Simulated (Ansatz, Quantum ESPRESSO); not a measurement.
# Thickness dependence of 1T-SnSe2, part 2 of 8

Aim: screening, gap and ionisation potential of 1T-SnSe2 against the number of layers.

Quantum ESPRESSO 7.5; plane-wave DFT, PBE, GBRV ultrasoft pseudopotentials; geometry by Ansatz 0.2.0 with PAW datasets.

So far: Starting point; Geometry from Ansatz, 1 layer.

## (3) Self-consistent run, 1 layer: no field

The zero-field run is the reference. tefield and dipfield are on already, so that all runs share k-points and boundary.

Level of this step: plane-wave DFT, PBE, GBRV ultrasoft pseudopotentials (Quantum ESPRESSO 7.5).

File n1.f0.in:

```
&control
  prefix = 'n1.f0'
  outdir = './out'
  pseudo_dir = './pseudo'
  calculation = 'scf'
  tprnfor = .true.
  tefield = .true.
  dipfield = .true.
/
&system
  ibrav = 0
  nat = 3
  ntyp = 2
  ecutwfc = 40
  ecutrho = 200
  occupations = 'smearing'
  smearing = 'fd'
  degauss = 0.004
  edir = 3
  emaxpos = 0.97
  eopreg = 0.04
  eamp = 0.0
  nbnd = 17
/
&electrons
  conv_thr = 1e-09
  mixing_beta = 0.4
  electron_maxstep = 120
  mixing_mode = 'plain'
/
ATOMIC_SPECIES
  Se  78.9710  se_pbe_v1.uspp.F.UPF
  Sn  118.7100  sn_pbe_v1.4.uspp.F.UPF
CELL_PARAMETERS angstrom
  3.87639601199709 0.00000000000000 -0.00000000000000
  -1.93819800599855 3.35705742151817 -0.00000000000000
  -0.00000000000000 -0.00000000000000 19.11048904290000
ATOMIC_POSITIONS crystal
  Se  0.666666666667 0.333333333333 0.416687261436
  Sn  -0.000000000000 -0.000000000000 0.500000003879
  Se  0.333333333333 0.666666666667 0.583312734685
K_POINTS automatic
  6 6 1 0 0 0
```

Command:

```
$ OMP_NUM_THREADS=1 mpirun -n 4 pw.x -nk 2 -in n1.f0.in > n1.f0.out
```

What it wrote:

```text
Program PWSCF v.7.5 starts
[citation notice left out]

     Parallel version (MPI & OpenMP), running on       4 processor cores
     Number of MPI processes:                 4
     Threads/MPI process:                     1

     MPI processes distributed on     1 nodes
[...]
Current dimensions of program PWSCF are:
     Max number of different atomic species (ntypx) = 10
     Max number of k-points (npk) =  40000
     Max angular momentum in pseudopotentials (lmaxx) =  4
     Presently no symmetry can be used with electric field

     K-points division:     npool     =       2
     R & G space division:  proc/nbgrp/npool/nimage =       2
     Subspace diagonalization in iterative solution of the eigenvalue problem:
     a serial algorithm will be used

     Parallelization info
     --------------------
     sticks:   dense  smooth     PW     G-vecs:    dense   smooth      PW
     Min         372     294     99                40116    28695    5264
     Max         373     301    100                40135    28696    5265
     Sum         745     595    199                80251    57391   10529

     Using Slab Decomposition

     bravais-lattice index     =            0
     lattice parameter (alat)  =       7.3253  a.u.
     unit-cell volume          =    1678.2448 (a.u.)^3
     number of atoms/cell      =            3
     number of atomic types    =            2
     number of electrons       =        26.00
     number of Kohn-Sham states=           17
     kinetic-energy cutoff     =      40.0000  Ry
     charge density cutoff     =     200.0000  Ry
     scf convergence threshold =      1.0E-09
     mixing beta               =       0.4000
     number of iterations used =            8  plain     mixing
     Exchange-correlation=  SLA  PW   PBX  PBC
                           (   1   4   3   4   0   0   0)

     celldm(1)=   7.325327  celldm(2)=   0.000000  celldm(3)=   0.000000
     celldm(4)=   0.000000  celldm(5)=   0.000000  celldm(6)=   0.000000

     crystal axes: (cart. coord. in units of alat)
               a(1) = (   1.000000   0.000000  -0.000000 )
               a(2) = (  -0.500000   0.866025  -0.000000 )
               a(3) = (  -0.000000  -0.000000   4.929963 )

     reciprocal axes: (cart. coord. in units 2 pi/alat)
               b(1) = (  1.000000  0.577350  0.000000 )
               b(2) = (  0.000000  1.154701  0.000000 )
               b(3) = (  0.000000  0.000000  0.202841 )

     PseudoPot. # 1 for Se read from file:
     ./pseudo/se_pbe_v1.uspp.F.UPF
     Pseudo is Ultrasoft + core correction, Zval =  6.0
     Generated by new atomic code, or converted to UPF format
     Using radial grid of  877 points,  6 beta functions with:
                l(1) =   0
                l(2) =   0
                l(3) =   1
                l(4) =   1
                l(5) =   2
                l(6) =   2
     Q(r) pseudized with  8 coefficients,  rinner =    1.300   1.300   1.300
                                                       1.300   1.300

     PseudoPot. # 2 for Sn read from file:
     ./pseudo/sn_pbe_v1.4.uspp.F.UPF
     Pseudo is Ultrasoft + core correction, Zval = 14.0
     Generated by new atomic code, or converted to UPF format
     Using radial grid of  891 points,  6 beta functions with:
                l(1) =   0
                l(2) =   0
                l(3) =   1
                l(4) =   1
                l(5) =   2
                l(6) =   2
     Q(r) pseudized with  8 coefficients,  rinner =    1.350   1.350   1.350
                                                       1.350   1.350

     atomic species   valence    mass     pseudopotential
     Se                6.00    78.97100     Se( 1.00)
     Sn               14.00   118.71000     Sn( 1.00)

     No symmetry found

   Cartesian axes

     site n.     atom                  positions (alat units)
         1        Se     tau(   1) = (   0.5000000   0.2886751   2.0542528  )
         2        Sn     tau(   2) = (   0.0000000  -0.0000000   2.4649815  )
         3        Se     tau(   3) = (  -0.0000000   0.5773503   2.8757102  )

     number of k points=    20  Fermi-Dirac smearing, width (Ry)=  0.0040
                       cart. coord. in units 2pi/alat
        k(    1) = (   0.0000000   0.0000000   0.0000000), wk =   0.0555556
        k(    2) = (   0.0000000   0.1924501   0.0000000), wk =   0.1111111
        k(    3) = (   0.0000000   0.3849002   0.0000000), wk =   0.1111111
        k(    4) = (   0.0000000  -0.5773503   0.0000000), wk =   0.0555556
        k(    5) = (   0.1666667   0.0962250   0.0000000), wk =   0.1111111
        k(    6) = (   0.1666667   0.2886751   0.0000000), wk =   0.1111111
        k(    7) = (   0.1666667   0.4811252   0.0000000), wk =   0.1111111
        k(    8) = (   0.1666667  -0.4811252   0.0000000), wk =   0.1111111
        k(    9) = (   0.1666667  -0.2886751   0.0000000), wk =   0.1111111
        k(   10) = (   0.1666667  -0.0962250   0.0000000), wk =   0.1111111
[...]
k(   20) = (  -0.5000000  -0.8660254   0.0000000), wk =   0.0555556

     Dense  grid:    80251 G-vectors     FFT dimensions: (  36,  36, 180)

     Smooth grid:    57391 G-vectors     FFT dimensions: (  30,  30, 150)

     Estimated max dynamical RAM per process >      99.78 MB

     Estimated total dynamical RAM >     379.53 MB

     Initial potential from superposition of free atoms

     starting charge      24.9998, renormalised to      26.0000

     negative rho (up, down):  2.311E-04 0.000E+00

     Adding external electric field

     Computed dipole along edir(3) :
        Dipole                0.0000 Ry au,          0.0000 Debye
        Dipole field          0.0000 Ry au,

        Potential amp.       -0.0000 Ry
        Total length         34.6690 bohr

     Starting wfcs are   17 randomized atomic wfcs

     total cpu time spent up to now is        0.9 secs

     per-process dynamical memory:    39.1 Mb

     Self-consistent Calculation

     iteration #  1     ecut=    40.00 Ry     beta= 0.40
     Davidson diagonalization with overlap
     ethr =  1.00E-02,  avg # of iterations =  3.0

     negative rho (up, down):  1.071E-04 0.000E+00

     Adding external electric field

     Computed dipole along edir(3) :
        Dipole                0.0007 Ry au,          0.0017 Debye
        Dipole field          0.0000 Ry au,

        Potential amp.       -0.0004 Ry
        Total length         34.6690 bohr

     total cpu time spent up to now is        2.3 secs

     total energy              =    -246.42366856 Ry
     estimated scf accuracy    <       0.48048827 Ry

     iteration #  2     ecut=    40.00 Ry     beta= 0.40
[...]
negative rho (up, down):  1.747E-04 0.000E+00

[...]
Dipole               -0.0015 Ry au,         -0.0039 Debye
[...]
total energy              =    -246.50297745 Ry
     estimated scf accuracy    <       0.07522484 Ry

     iteration #  3     ecut=    40.00 Ry     beta= 0.40
[...]
negative rho (up, down):  2.453E-04 0.000E+00

[...]
Dipole                0.0046 Ry au,          0.0116 Debye
[...]
total energy              =    -246.51551427 Ry
     estimated scf accuracy    <       0.00759061 Ry

     iteration #  4     ecut=    40.00 Ry     beta= 0.40
[...]
negative rho (up, down):  3.141E-04 0.000E+00

[...]
Dipole               -0.0285 Ry au,         -0.0724 Debye
[...]
total energy              =    -246.51607992 Ry
     estimated scf accuracy    <       0.00166394 Ry

     iteration #  5     ecut=    40.00 Ry     beta= 0.40
[...]
negative rho (up, down):  3.296E-04 0.000E+00

[...]
Dipole                0.0018 Ry au,          0.0046 Debye
[...]
total energy              =    -246.51602938 Ry
     estimated scf accuracy    <       0.00244453 Ry

     iteration #  6     ecut=    40.00 Ry     beta= 0.40
[...]
negative rho (up, down):  3.479E-04 0.000E+00

[...]
Dipole                0.0010 Ry au,          0.0025 Debye
[...]
total energy              =    -246.51622689 Ry
     estimated scf accuracy    <       0.00008417 Ry

     iteration #  7     ecut=    40.00 Ry     beta= 0.40
[...]
negative rho (up, down):  3.502E-04 0.000E+00

[...]
Dipole                0.0003 Ry au,          0.0009 Debye
[...]
total energy              =    -246.51627053 Ry
     estimated scf accuracy    <       0.00005953 Ry

     iteration #  8     ecut=    40.00 Ry     beta= 0.40
[...]
negative rho (up, down):  3.521E-04 0.000E+00

[...]
Dipole               -0.0001 Ry au,         -0.0003 Debye
[...]
total energy              =    -246.51627262 Ry
     estimated scf accuracy    <       0.00000895 Ry

     iteration #  9     ecut=    40.00 Ry     beta= 0.40
[...]
negative rho (up, down):  3.536E-04 0.000E+00

[...]
Dipole               -0.0001 Ry au,         -0.0001 Debye
[...]
total energy              =    -246.51628061 Ry
     estimated scf accuracy    <       0.00000064 Ry

     iteration # 10     ecut=    40.00 Ry     beta= 0.40
[...]
negative rho (up, down):  3.547E-04 0.000E+00

[...]
Dipole                0.0000 Ry au,          0.0000 Debye
[...]
total energy              =    -246.51628096 Ry
     estimated scf accuracy    <       0.00000010 Ry

     iteration # 11     ecut=    40.00 Ry     beta= 0.40
[...]
negative rho (up, down):  3.553E-04 0.000E+00

[...]
Dipole                0.0000 Ry au,          0.0000 Debye
[...]
total energy              =    -246.51628101 Ry
     estimated scf accuracy    <          1.0E-09 Ry

     iteration # 12     ecut=    40.00 Ry     beta= 0.40
[...]
negative rho (up, down):  3.562E-04 0.000E+00

[...]
Dipole               -0.0000 Ry au,         -0.0001 Debye
[...]
End of self-consistent calculation

          k = 0.0000 0.0000 0.0000 (  7255 PWs)   bands (ev):

   -23.2643 -23.2643 -23.2347 -23.2248 -23.2248 -15.4601 -14.1931  -7.6743
    -3.1548  -2.6216  -2.6216  -2.2435  -2.2435  -0.6772   0.8779   2.3978
     2.3978

          k = 0.0000 0.1925 0.0000 (  7179 PWs)   bands (ev):

   -23.2732 -23.2561 -23.2316 -23.2272 -23.2241 -15.2139 -14.0328  -7.7919
    -4.2439  -3.3339  -3.2638  -2.9989  -2.1634  -0.0135   1.6475   2.7063
     2.9243

          k = 0.0000 0.3849 0.0000 (  7175 PWs)   bands (ev):

   -23.2944 -23.2461 -23.2406 -23.2162 -23.2132 -14.5729 -13.7268  -8.4637
    -5.7870  -4.2762  -4.0146  -2.8024  -2.3500  -0.8715   1.9976   3.2912
     3.4963

          k = 0.0000-0.5774 0.0000 (  7152 PWs)   bands (ev):

   -23.3058 -23.2447 -23.2447 -23.2085 -23.2059 -14.0486 -13.6809  -9.0317
    -6.3567  -4.3322  -4.3049  -2.7923  -2.4639  -1.3681   1.9342   3.3062
     3.5736

          k = 0.1667 0.0962 0.0000 (  7179 PWs)   bands (ev):

   -23.2732 -23.2561 -23.2316 -23.2272 -23.2241 -15.2139 -14.0328  -7.7919
    -4.2439  -3.3339  -3.2638  -2.9989  -2.1634  -0.0135   1.6475   2.7063
     2.9243

          k = 0.1667 0.2887 0.0000 (  7187 PWs)   bands (ev):

   -23.2835 -23.2529 -23.2348 -23.2260 -23.2138 -14.7648 -13.7932  -8.1979
    -5.1328  -4.8246  -3.5355  -3.0128  -2.5769  -0.0462   2.4900   2.8856
     3.3996

[...]
the Fermi energy is    -1.7439 ev

!    total energy              =    -246.51628103 Ry
     estimated scf accuracy    <          1.4E-10 Ry
     smearing contrib. (-TS)   =      -0.00001122 Ry
     internal energy E=F+TS    =    -246.51626981 Ry

     The total energy is F=E-TS. E is the sum of the following terms:
     one-electron contribution =    -732.84272259 Ry
     hartree contribution      =     373.22684154 Ry
     xc contribution           =    -102.40354411 Ry
     ewald contribution        =     215.50315535 Ry
     electric field correction =       0.00000000 Ry

     convergence has been achieved in  12 iterations

     negative rho (up, down):  3.562E-04 0.000E+00

     Forces acting on atoms (cartesian axes, Ry/au):

     atom    1 type  1   force =    -0.00000054   -0.00000142   -0.00006153
     atom    2 type  2   force =     0.00000096    0.00000276   -0.00001951
     atom    3 type  1   force =    -0.00000041   -0.00000134    0.00008104

     Total force =     0.000104     Total SCF correction =     0.000046
     SCF correction compared to forces is large: reduce conv_thr to get better values

[...]
=------------------------------------------------------------------------------=
   JOB DONE.
=------------------------------------------------------------------------------=
[key lines of the parts left out:]
Dipole field         -0.0000 Ry au,
```

Elapsed: 22 s, on 4 MPI ranks of Arm Neoverse V1, shared host; peak memory 0.51 GiB; 88 s of CPU time.

Numbers from this step:

```
free energy                          : -3354.0249 eV
energy at zero smearing              : -3354.0248 eV
Fermi energy                         : -1.744 eV
dipole along the normal              : -2.08e-5 e·Å
valence top, on the run's zero       : -2.163 eV
conduction bottom, on the run's zero : -1.368 eV
gap by band count                    : 0.7953 eV
```

The run needed 12 iterations to bring the estimated error under 1e-09 Ry.

## (4) Potential by pp.x, 1 layer

The vacuum level is read from the electrostatic potential (plot_num = 11), averaged over planes.

File n1.f0.pot.in:

```
&inputpp
  prefix = 'n1.f0'
  outdir = './out'
  filplot = 'n1.f0.pot.dat'
  plot_num = 11
/
```

Command:

```
$ OMP_NUM_THREADS=1 mpirun -n 4 pp.x -in n1.f0.pot.in > n1.f0.pot.out
```

What it wrote:

```text
[banner, memory and clock lines left out]
Program POST-PROC v.7.5 starts

          URL

     ./out/n1.f0.save/

     IMPORTANT: XC functional enforced from input :
     Exchange-correlation= PBE
                           (   1   4   3   4   0   0   0)
     Any further DFT definition will be discarded
     Please, verify this is what you really want

     negative rho (up, down):  3.562E-04 0.000E+00

     Adding external electric field

     Computed dipole along edir(3) :
        Dipole               -0.0000 Ry au,         -0.0001 Debye
        Dipole field         -0.0000 Ry au,

        Potential amp.        0.0000 Ry
        Total length         34.6690 bohr

     Calling punch_plot, plot_num =  11

     Adding external electric field

     Computed dipole along edir(3) :
        Dipole               -0.0000 Ry au,         -0.0001 Debye
        Dipole field         -0.0000 Ry au,

        Potential amp.        0.0000 Ry
        Total length         34.6690 bohr

     Writing data to file  n1.f0.pot.dat
     Message from routine chdens:
     namelist plot not found or invalid, exiting
```

Run time: 1.1 s. Hardware: 4 MPI ranks; peak memory 0.1 GiB; 4 s of CPU time.

Numbers from this step:

* slope of the potential above: 3.09e-5 eV/Å
* upper vacuum line continued to the top atoms, over the valence top: 6.066 eV
* slope of the potential below: -2.49e-5 eV/Å
* lower vacuum line continued to the bottom atoms, over the valence top: 6.066 eV
* vacuum level at the upper face over the valence top of the mesh: 6.066 eV
* vacuum level at the lower face over the valence top of the mesh: 6.066 eV

Electrostatic potential energy of an electron, with the sawtooth; zero at the highest filled level of the SCF mesh. Potential energy, planar mean against z:

```tsv
z (Å)	potential energy, planar mean (eV)
0	6.07
1	6.07
2	6.07
3	6.07
4	6.07
5	6.06
6	5.94
7	3.74
8	-10.1
9	-6.01
10	-7.31
11	-9.66
12	2.87
13	5.90
14	6.06
15	6.07
16	6.07
17	6.07
18	6.07
19	6.07
```

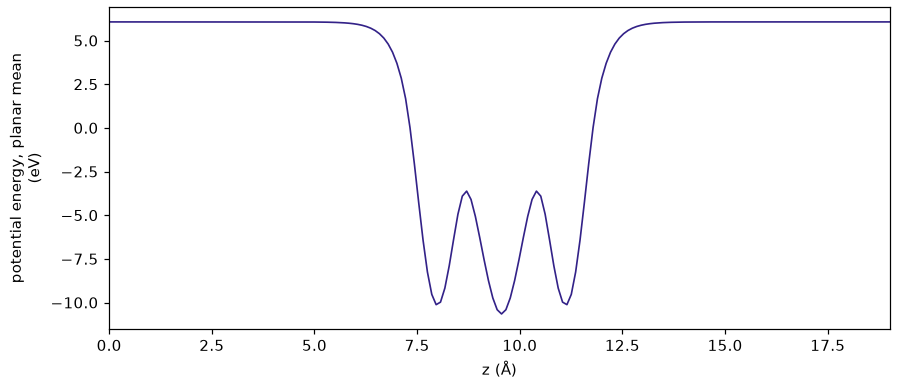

Potential energy, planar mean, plotted against z.

## (5) SCF with pw.x, 1 layer: field 0.1 V/Å

eamp is the field in Hartree atomic units (1 a.u. = 51.42 V/Å). With dipfield on, it is the field in the vacuum beside an isolated sheet. The run starts from the density of the one before.

n1.f1.in is the input of step 3 with these lines changed:

```diff
@@ -1,3 +1,3 @@
 &control
-  prefix = 'n1.f0'
+  prefix = 'n1.f1'
   outdir = './out'
@@ -21,3 +21,3 @@
   eopreg = 0.04
-  eamp = 0.0
+  eamp = 0.00194469
   nbnd = 17
@@ -29,2 +29,3 @@
   mixing_mode = 'plain'
+  startingpot = 'file'
 /
```

Command:

```
$ cp -r out/n1.f0.save out/n1.f1.save
$ OMP_NUM_THREADS=1 mpirun -n 4 pw.x -nk 2 -in n1.f1.in > n1.f1.out
```

What it wrote:

```text
[banner, memory and clock lines left out]
Program PWSCF v.7.5 starts
[...]
number of electrons       =        26.00
     number of Kohn-Sham states=           17
     kinetic-energy cutoff     =      40.0000  Ry
     charge density cutoff     =     200.0000  Ry
[...]
number of k points=    20  Fermi-Dirac smearing, width (Ry)=  0.0040
[...]
Dense  grid:    80251 G-vectors     FFT dimensions: (  36,  36, 180)
[...]
The initial density is read from file :
[...]
negative rho (up, down):  3.562E-04 0.000E+00
[...]
Starting wfcs are   17 randomized atomic wfcs
[...]
negative rho (up, down):  3.556E-04 0.000E+00
[...]
estimated scf accuracy    <       0.00995925 Ry
[...]
negative rho (up, down):  3.555E-04 0.000E+00
[...]
estimated scf accuracy    <       0.08175349 Ry
[...]
negative rho (up, down):  3.555E-04 0.000E+00
[...]
estimated scf accuracy    <       0.00001959 Ry
[...]
negative rho (up, down):  3.557E-04 0.000E+00
[...]
estimated scf accuracy    <       0.00000772 Ry
[...]
negative rho (up, down):  3.559E-04 0.000E+00
[...]
estimated scf accuracy    <       0.00000034 Ry
[...]
negative rho (up, down):  3.560E-04 0.000E+00
[...]
estimated scf accuracy    <       0.00000003 Ry
[...]
negative rho (up, down):  3.560E-04 0.000E+00
[...]
estimated scf accuracy    <          6.0E-09 Ry
[...]
negative rho (up, down):  3.560E-04 0.000E+00
[...]
estimated scf accuracy    <          1.8E-09 Ry
[...]
negative rho (up, down):  3.560E-04 0.000E+00
[...]
Computed dipole along edir(3) :
        Dipole                0.0718 Ry au,          0.1824 Debye
        Dipole field          0.0005 Ry au,
        E field amplitude [Ha a.u.]:  1.9447E-03
        Potential amp.        0.0976 Ry
        Total length         34.6690 bohr
[...]
the Fermi energy is    -1.7306 ev
!    total energy              =    -246.51642075 Ry
     estimated scf accuracy    <          2.3E-10 Ry
     smearing contrib. (-TS)   =      -0.00001123 Ry
     internal energy E=F+TS    =    -246.51640952 Ry
[...]
one-electron contribution =    -732.84197404 Ry
     hartree contribution      =     373.22615843 Ry
     xc contribution           =    -102.40350867 Ry
     ewald contribution        =     215.50315535 Ry
     electric field correction =      -0.00024059 Ry
     convergence has been achieved in   9 iterations
     negative rho (up, down):  3.560E-04 0.000E+00
[...]
Total force =     0.001333     Total SCF correction =     0.000100
[...]
```

Wall time 20 s (4 MPI ranks); peak memory 0.49 GiB; 80 s of CPU time.

This step gave:

* free energy: -3354.0268 eV
* energy at zero smearing: -3354.0267 eV
* Fermi energy: -1.731 eV
* dipole along the normal: 0.03797 e·Å
* valence top, on the run's zero: -2.150 eV
* conduction bottom, on the run's zero: -1.355 eV
* gap by band count: 0.7952 eV

## (6) Electrostatic potential, 1 layer

File n1.f1.pot.in:

```
&inputpp
  prefix = 'n1.f1'
  outdir = './out'
  filplot = 'n1.f1.pot.dat'
  plot_num = 11
/
```

Command:

```
$ OMP_NUM_THREADS=1 mpirun -n 4 pp.x -in n1.f1.pot.in > n1.f1.pot.out
```

Run time: 1.1 s. Hardware: 4 MPI ranks; peak memory 0.11 GiB.

Numbers from this step:

```
slope of the potential above                                          : 0.1000 eV/Å
upper vacuum line continued to the top atoms, over the valence top    : 5.962 eV
slope of the potential below                                          : 0.09997 eV/Å
lower vacuum line continued to the bottom atoms, over the valence top : 6.172 eV
```

The slope in the vacuum is 0.100 eV/Å for an applied 0.10 V/Å, as it should be.

(Part 2 of 8 ends here.)

[Logs are printed without paths, hosts, clocks, repeated set-up lines and the standing remarks that a program may print on its own settings, such as how far it seeks lower states.]

[Hosts, paths, dates, database ids (printed as entryN), source tags and the programs' standing remarks are cut or masked in the printed files.]

[Maps of the electrostatic potential energy from Ansatz leave out the sawtooth potential of an applied field or a dipole correction, so their vacuum need not be flat; planar profiles and work functions include it.]
